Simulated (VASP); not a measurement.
Band structure of KZnF3 (cubic perovskite). All values below come from revPBE GGA, VASP's PBE PAW potentials (set 64) (plane waves; VASP).

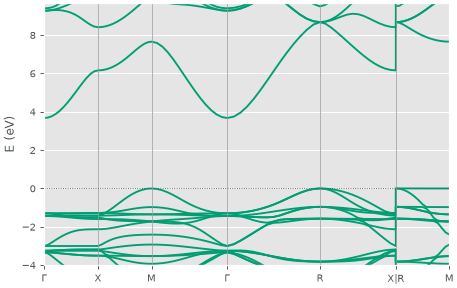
Figure. Bands along high-symmetry lines, zero at the valence-band maximum or, without a gap, the Fermi level

Read the plot: is there a gap, and where are the band edges?

The gap is indirect, 3.68 eV, from the valence maximum at R to the conduction minimum at Γ. (Edges off the drawn lines would not show.)

The compound is KZnF3 in the cubic perovskite structure. It was relaxed first, which changed the volume by +11 %.
